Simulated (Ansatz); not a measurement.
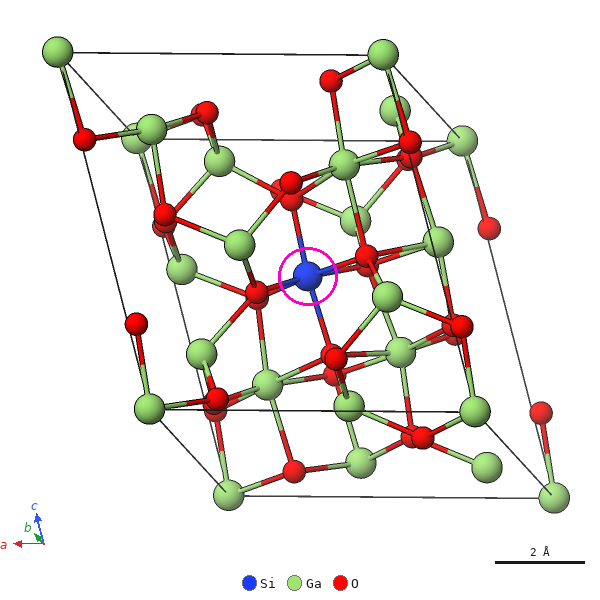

The crystal in a ball-and-stick representation, seen from a general direction. The parallelepiped is the supercell. The host is Ga$_{2}$O$_{3}$, in a cell of 40 sites, and the cell is neutral. A ring marks the defect's site.

Which defect is modelled here, and what are its neighbours?

Silicon on a gallium site (a substitutional impurity). It is bonded to six O in a distorted octahedral arrangement at about 1.8 to 1.9 Å.

Calculation details: Ansatz 0.2.0, DFT LDA, scalar-relativistic, plane waves, PAW; plane-wave cutoff 420 eV, the zone sampled with 2×2×2 points, Gaussian smearing of 0.01 eV, collinear spins.

Does the defect leave unpaired spin?

No net moment.

The atoms were relaxed in the host's cell with DFT LDA, scalar-relativistic, plane waves, PAW in Ansatz.
